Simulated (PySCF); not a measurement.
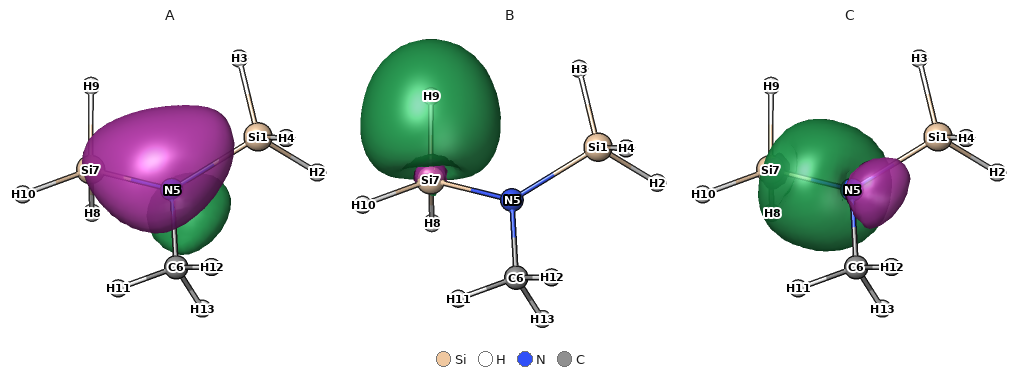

Figure. (H3Si)2NMe (CH₉NSi₂). Foster–Boys orbitals, occupied; each surface holds about 85 % of the orbital's density. Energies are diagonal elements of the Fock matrix.

Method: BP86/def2-SVPD; geometry: GFN2-xTB; program: PySCF. No frequency check shows the geometry to be a minimum.

What does each orbital represent in a Lewis picture?

Answer. By panel:
- A: lone pair on N5, partly donated to Si7 (N5 83 %, Si7 7 %, Si1 6 %; −8.9 eV)
- B: σ bond H9–Si7 (H9 54 %, Si7 45 %; −9.9 eV)
- C: σ bond N5–Si7 (N5 70 %, Si7 28 %; −13.1 eV)

Which has the smallest and which the largest spatial spread?

Answer. Smallest: C (0.90 Å); largest: A (1.00 Å).
